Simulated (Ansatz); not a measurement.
# FH₆NOSi (built from SMILES F.N[SiH2]O): search for a transition state, part 2 of 2

Ansatz 0.2.0, Gaussian basis; PBE0-D4. The steps go on from the part before.

## 6. Vibrations at the point found

Contents of vib/in.yaml:

```yaml
crystal:
  periodic: [false, false, false]
  atoms:
    - {symbol: Si, position_ang: [-0.538743, 0.461492, -0.392212]}
    - {symbol: N, position_ang: [0.234151, -1.177581, 0.017839]}
    - {symbol: H, position_ang: [-1.000296, 0.211503, -1.788607]}
    - {symbol: H, position_ang: [-1.748543, 0.599921, 0.439205]}
    - {symbol: O, position_ang: [0.547688, 1.653722, -0.631026]}
    - {symbol: H, position_ang: [0.551321, -0.695265, 0.993860]}
    - {symbol: F, position_ang: [0.425371, 0.470064, 1.611244]}
    - {symbol: H, position_ang: [-0.417204, -1.945135, 0.131059]}
    - {symbol: H, position_ang: [0.989823, -1.459005, -0.595193]}
    - {symbol: H, position_ang: [0.956432, 1.880283, 0.214031]}
basis:
  gaussian: {orbitals: def2-TZVP}
hamiltonian: {xc: pbe0, dispersion: d4}
phonons: {temperatures: {t_min: 298.15, t_max: 900, t_step: 200}}
```

Launch:

```
> ansatz run in.yaml --threads 4 --pin off --events-out ev --progress --plain --max-ram 9574MiB
```

The log of the run (excerpt; [...] marks lines left out):

```text
Functional definition: PBE0
  name "PBE0"
  cite "Adamo & Barone, J. Chem. Phys. 110, 6158 (1999) doi:10.1063/1.478522"
  cite "Perdew, Burke & Ernzerhof, Phys. Rev. Lett. 77, 3865 (1996) doi:10.1103/PhysRevLett.77.3865"
  parent pbe
[...]
994 factors; their error is unknown
[...]
mean field -14224.45527507 eV, -522.7390896766 hartree, gradient 9.2e-6 eV, S^2 0.000000; 0 other end points of the search recorded, 0 dependent functions left out
[...]
reference -14224.45530251 eV, -522.7390906851 hartree; 22, 22 occupied and 144, 144 virtual orbitals, 994 factors
[... from here to the last solve, the lines of the solves are left out (59 solves) ...]
994 factors; their error is unknown
mean field -14224.45515780 eV, -522.7390853673 hartree, gradient 1.7e-6 eV, S^2 0.000000; 0 other end points of the search recorded, 0 dependent functions left out
[...]
reference -14224.45518524 eV, -522.7390863757 hartree; 22, 22 occupied and 144, 144 virtual orbitals, 994 factors
[...]
WARN: phonons: modes at or below zero, which the zero-point energy, F, S and C_V leave out: 1, the lowest at -443.12 cm⁻¹. A minimum has none, and a first-order saddle one
[...]
Atom 2 at    -1.000296     0.211503    -1.788607 Å, force    -0.000590     0.000899     0.000083 eV/Å
Atom 3 at    -1.748543     0.599921     0.439205 Å, force    -0.001214    -0.000091    -0.000033 eV/Å
Atom 4 at     0.547688     1.653722    -0.631026 Å, force     0.001784     0.003168    -0.000306 eV/Å
Atom 5 at     0.551321    -0.695265     0.993860 Å, force     0.000618     0.002001    -0.000120 eV/Å
Atom 6 at     0.425371     0.470064     1.611244 Å, force     0.000041    -0.000006     0.001877 eV/Å
Atom 7 at    -0.417204    -1.945135     0.131059 Å, force    -0.005330    -0.007180     0.000524 eV/Å
Atom 8 at     0.989823    -1.459005    -0.595193 Å, force     0.002637    -0.000764    -0.002309 eV/Å
Atom 9 at     0.956432     1.880283     0.214031 Å, force     0.000068    -0.002184    -0.000886 eV/Å
Dipole moment:     0.033045    -0.827506    -0.273497 e Å
Vibrations: -443.12 172.39 275.04 336.83 495.59 554.29 590.43 653.54 702.80 762.30 869.54 932.18 955.94 992.06 1037.36 1097.77 1552.09 1598.55 2133.08 2188.96 2277.41 3541.36 3629.16 3816.88 cm⁻¹, zero-point energy 1.932017 eV
```

It took 3.1 min on 4 threads of Intel Xeon at 2.50GHz, shared host.

Wavenumbers and character of the modes:

| mode | wavenumber (cm⁻¹) | character |
| --- | --- | --- |
| 1 | 443i | changes Si1–F7, N2–H6, H6–F7 |
| 2 | 172 | bend |
| 3 | 275 | bend with torsion |
| 4 | 337 | torsion |
| 5 | 496 | not assigned (largely outside the bonds, angles and torsions drawn) |
| 6 | 554 | Si–N stretch with bend |
| 7 | 590 | torsion with bend |
| 8 | 654 | wag or twist |
| 9 | 703 | bend |
| 10 | 762 | bend |
| 11 | 870 | bend |
| 12 | 932 | Si–O stretch with bend |
| 13 | 956 | bend with wag or twist |
| 14 | 992 | bend |
| 15 | 1037 | bend with wag or twist |
| 16 | 1098 | bend |
| 17 | 1552 | bend |
| 18 | 1599 | bend |
| 19 | 2133 | N–H stretch with bend |
| 20 | 2189 | Si–H stretch |
| 21 | 2277 | Si–H stretch |
| 22 | 3541 | N–H stretch |
| 23 | 3629 | N–H stretch |
| 24 | 3817 | O–H stretch |

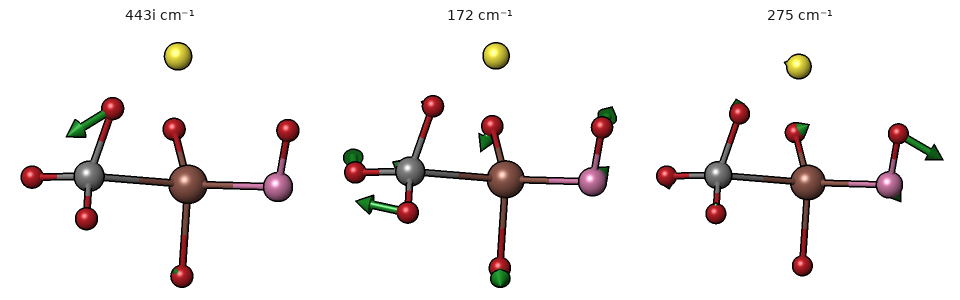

How the atoms move in 3 of the modes.

Vibrational sums (real modes only):

| T (K) | entropy (J/mol/K) | heat capacity (J/mol/K) |
| --- | --- | --- |
| 298 | 35.3 | 57.2 |
| 498 | 74.0 | 94.1 |
| 698 | 109.8 | 117.4 |
| 898 | 141.4 | 133.3 |

## 7. Relaxing after a step of 0.30 Å one way along the mode

Contents of downa/in.yaml:

```yaml
crystal:
  periodic: [false, false, false]
  atoms:
    - {symbol: Si, position_ang: [-0.504977, 0.531808, -0.258637]}
    - {symbol: N, position_ang: [0.263734, -1.214691, 0.050174]}
    - {symbol: H, position_ang: [-0.941208, 0.193236, -1.675707]}
    - {symbol: H, position_ang: [-1.796382, 0.622499, 0.451207]}
    - {symbol: O, position_ang: [0.565192, 1.692678, -0.660537]}
    - {symbol: H, position_ang: [0.586837, -0.969262, 0.876967]}
    - {symbol: F, position_ang: [0.274378, 0.640264, 1.492206]}
    - {symbol: H, position_ang: [-0.418170, -1.976645, 0.130815]}
    - {symbol: H, position_ang: [0.990311, -1.473232, -0.603359]}
    - {symbol: H, position_ang: [0.980285, 1.953345, 0.197071]}
basis:
  gaussian: {orbitals: def2-TZVP}
hamiltonian: {xc: pbe0, dispersion: d4}
relax: {f_tol: 0.005, max_steps: 200}
```

Launch:

```
> ansatz run in.yaml --threads 4 --pin off --events-out ev --progress --plain --max-ram 9574MiB
```

The log of the run (excerpt; [...] marks lines left out):

```text
[... 5 set-up lines as earlier in the session ...]
[...]
994 factors; their error is unknown
[...]
mean field -14224.40679850 eV, -522.7373081955 hartree, gradient 1.1e-5 eV, S^2 0.000000; 0 other end points of the search recorded, 0 dependent functions left out
[...]
reference -14224.40682528 eV, -522.7373091800 hartree; 22, 22 occupied and 144, 144 virtual orbitals, 994 factors
relax step   1: F+E_penalty+E_count = -14224.54137014 eV  Δ(F+E_penalty+E_count) = +0.000e0 eV  max|allowed force component| = 5.437e0 eV/Å  Δτ_max = 0.0000 Å  (27 SCF iters, accepted)
[...]
Atom 0 at    -0.009372     0.909887    -0.236204 Å, force    -0.001955     0.002446    -0.001665 eV/Å
Atom 1 at    -0.054115    -1.768386     0.202051 Å, force    -0.000269     0.000198    -0.000138 eV/Å
Atom 2 at     0.077819     0.280659    -1.563137 Å, force    -0.000007     0.000002     0.000541 eV/Å
Atom 3 at    -1.219725     0.660727     0.576825 Å, force     0.001227     0.000379    -0.000348 eV/Å
Atom 4 at     0.026126     2.514042    -0.611531 Å, force     0.000024    -0.002337     0.002946 eV/Å
Atom 5 at    -0.040064    -1.905711     1.205335 Å, force    -0.000076     0.000205     0.000521 eV/Å
Atom 6 at     1.291883     0.630744     0.662586 Å, force     0.000729    -0.000708     0.000561 eV/Å
Atom 7 at    -0.810524    -2.325773    -0.175914 Å, force     0.000234     0.000336    -0.000260 eV/Å
Atom 8 at     0.814761    -2.138597    -0.163891 Å, force     0.000346    -0.000223    -0.000300 eV/Å
Atom 9 at    -0.076789     3.142408     0.104081 Å, force    -0.000254    -0.000297    -0.001857 eV/Å
Dipole moment:    -0.221766    -0.506309     0.242807 e Å
```

Run time: 1.8 min. Hardware: 4 threads of Intel Xeon at 2.50GHz, shared host.

Relaxation path:

| step | energy from step 1 (eV) | largest force component (eV/Å) |
| --- | --- | --- |
| 1 | 0.0000 | 5.4370 |
| 2 | -0.3836 | 0.8720 |
| 3 | -0.5223 | 0.8625 |
| 4 | -0.5774 | 1.7111 |
| 5 | -0.6480 | 0.8794 |
| 6 | -0.6677 | 0.2524 |
| 7 | -0.6841 | 0.1592 |
| 8 | -0.7004 | 0.2748 |
| 9 | -0.7397 | 0.6314 |
| 10 | -0.8017 | 1.1201 |
| 11 | -0.9078 | 1.2856 |
| 12 | -1.0318 | 1.0886 |
| 13 | -1.1240 | 0.6012 |
| 14 | -1.1442 | 0.5774 |
| 15 | -1.1595 | 0.4546 |
| 16 | -1.1780 | 0.1260 |
| 17 | -1.1795 | 0.1820 |
| 18 | -1.1796 | 0.1723 |
| 19 | -1.1807 | 0.0741 |
| 20 | -1.1810 | 0.0578 |
| 21 | -1.1814 | 0.0175 |
| 22 | -1.1814 | 0.0104 |
| 23 | -1.1814 | 0.0094 |
| 24 | -1.1815 | 0.0029 |

Close pairs (by a distance rule), those that changed most:

| bond | before (Å) | after (Å) | change (Å) |
| --- | --- | --- | --- |
| Si1–N2 | 1.933 | 2.714 | +0.781 |
| Si1–F7 | 1.920 | 1.606 | -0.314 |
| N2–H6 | 0.921 | 1.013 | +0.092 |
| Si1–H3 | 1.521 | 1.471 | -0.050 |
| O5–H10 | 0.988 | 0.958 | -0.030 |
| Si1–O5 | 1.629 | 1.648 | +0.019 |
| N2–H8 | 1.026 | 1.013 | -0.013 |
| Si1–H4 | 1.476 | 1.479 | +0.003 |

## 8. Relaxing after a step of 0.30 Å the other way along the mode

Contents of downb/in.yaml:

```yaml
crystal:
  periodic: [false, false, false]
  atoms:
    - {symbol: Si, position_ang: [-0.572509, 0.391176, -0.525787]}
    - {symbol: N, position_ang: [0.204568, -1.140470, -0.014495]}
    - {symbol: H, position_ang: [-1.059385, 0.229770, -1.901507]}
    - {symbol: H, position_ang: [-1.700703, 0.577343, 0.427202]}
    - {symbol: O, position_ang: [0.530183, 1.614767, -0.601515]}
    - {symbol: H, position_ang: [0.515806, -0.421268, 1.110754]}
    - {symbol: F, position_ang: [0.576365, 0.299864, 1.730282]}
    - {symbol: H, position_ang: [-0.416239, -1.913626, 0.131303]}
    - {symbol: H, position_ang: [0.989336, -1.444778, -0.587026]}
    - {symbol: H, position_ang: [0.932580, 1.807221, 0.230991]}
basis:
  gaussian: {orbitals: def2-TZVP}
hamiltonian: {xc: pbe0, dispersion: d4}
relax: {f_tol: 0.005, max_steps: 200}
```

Launch:

```
> ansatz run in.yaml --threads 4 --pin off --events-out ev --progress --plain --max-ram 9574MiB
```

The log of the run (excerpt; [...] marks lines left out):

```text
[... 5 set-up lines as earlier in the session ...]
[...]
994 factors; their error is unknown
[...]
mean field -14224.58960438 eV, -522.7440261879 hartree, gradient 1.1e-5 eV, S^2 0.000000; 0 other end points of the search recorded, 0 dependent functions left out
[...]
reference -14224.58963112 eV, -522.7440271705 hartree; 22, 22 occupied and 144, 144 virtual orbitals, 994 factors
relax step   1: F+E_penalty+E_count = -14224.72474138 eV  Δ(F+E_penalty+E_count) = +0.000e0 eV  max|allowed force component| = 2.504e0 eV/Å  Δτ_max = 0.0000 Å  (27 SCF iters, accepted)
[...]
Atom 0 at    -0.668742     0.374932    -0.695036 Å, force     0.003659     0.003107     0.001231 eV/Å
Atom 1 at     0.084446    -1.065102    -0.022948 Å, force     0.002043     0.003330     0.001078 eV/Å
Atom 2 at    -0.878580     0.294810    -2.158498 Å, force    -0.000281    -0.000907    -0.000155 eV/Å
Atom 3 at    -1.962995     0.469448     0.025853 Å, force    -0.000270    -0.000542    -0.000095 eV/Å
Atom 4 at     0.333433     1.636952    -0.452447 Å, force    -0.000817    -0.000482    -0.000996 eV/Å
Atom 5 at     0.846816    -0.358386     1.264779 Å, force    -0.001220     0.000490    -0.000455 eV/Å
Atom 6 at     1.234625     0.262783     1.897483 Å, force     0.000640    -0.000662    -0.000064 eV/Å
Atom 7 at    -0.551179    -1.782827     0.300260 Å, force    -0.002264    -0.003788     0.000867 eV/Å
Atom 8 at     0.812258    -1.497592    -0.577996 Å, force    -0.000416    -0.000814    -0.001545 eV/Å
Atom 9 at     0.749920     1.664981     0.418753 Å, force    -0.001073     0.000267     0.000135 eV/Å
Dipole moment:    -0.244758    -0.615542    -0.299204 e Å
```

Wall time 61 s (4 threads of Intel Xeon at 2.50GHz, shared host).

Step by step:

| step | energy from step 1 (eV) | largest force component (eV/Å) |
| --- | --- | --- |
| 1 | 0.0000 | 2.5041 |
| 2 | -0.3047 | 0.6506 |
| 3 | -0.3956 | 0.6593 |
| 4 | -0.4383 | 0.4332 |
| 5 | -0.4415 | 0.6859 |
| 6 | -0.4540 | 0.3990 |
| 7 | -0.4538 | 0.3515 |
| 8 | -0.4700 | 0.0498 |
| 9 | -0.4700 | 0.0638 |
| 10 | -0.4704 | 0.0082 |
| 11 | -0.4704 | 0.0038 |

Distances of close pairs at the start and the end, largest changes first:

| bond | before (Å) | after (Å) | change (Å) |
| --- | --- | --- | --- |
| Si1–N2 | 1.792 | 1.759 | -0.033 |
| O5–H10 | 0.944 | 0.966 | +0.022 |
| Si1–O5 | 1.649 | 1.630 | -0.019 |
| H6–F7 | 0.953 | 0.968 | +0.015 |
| Si1–H3 | 1.468 | 1.481 | +0.012 |
| N2–H8 | 1.002 | 1.012 | +0.010 |
| N2–H9 | 1.018 | 1.012 | -0.006 |
| Si1–H4 | 1.489 | 1.484 | -0.004 |

## 9. The three structures

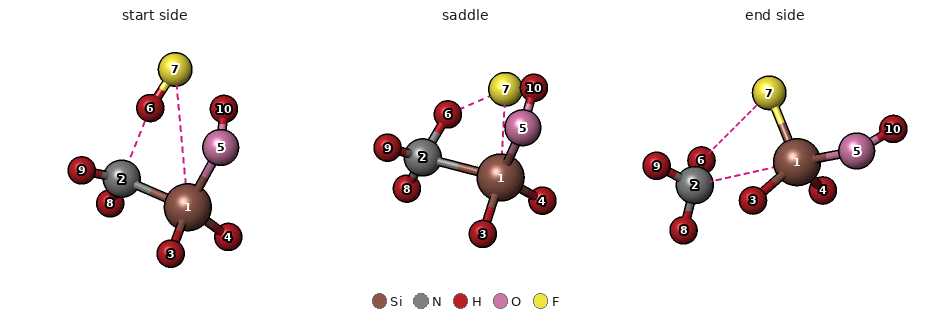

The minimum on the start side, the saddle and the minimum on the end side; broken lines join the pairs that change, where they aren't drawn as bonds.

| pair | start side (Å) | saddle (Å) | end side (Å) |
| --- | --- | --- | --- |
| Si1–F7 | 3.218 | 2.223 | 1.606 |
| N2–H6 | 1.655 | 1.134 | 1.013 |
| Si1–N2 | 1.759 | 1.858 | 2.714 |
| H6–F7 | 0.968 | 1.325 | 2.916 |

## 10. Summary of results

What follows sums up all 2 parts.

| quantity | value |
| --- | --- |
| imaginary mode | 443i cm⁻¹ |
| barrier from the start side | 14.0 kcal/mol |
| barrier from the end side | 26.1 kcal/mol |
| energy of the step | -12.2 kcal/mol |
| pairs that change | Si1–F7 formed, N2–H6 formed, Si1–N2 broken, H6–F7 broken |
| zero-point energy at the saddle | 1.932 eV |

What this shows: One imaginary mode, 443i cm⁻¹, makes this a first-order saddle. It joins the planned start and end. At PBE0-D4/def2-TZVP the electronic barrier is 14.0 kcal/mol, about 24 kT at 298 K, and the step runs 12.2 kcal/mol downhill. A step off the saddle overshot and began above it in energy, so the link to its end is likely but not proven. The ends are the nearest minima, not always the lowest complexes.
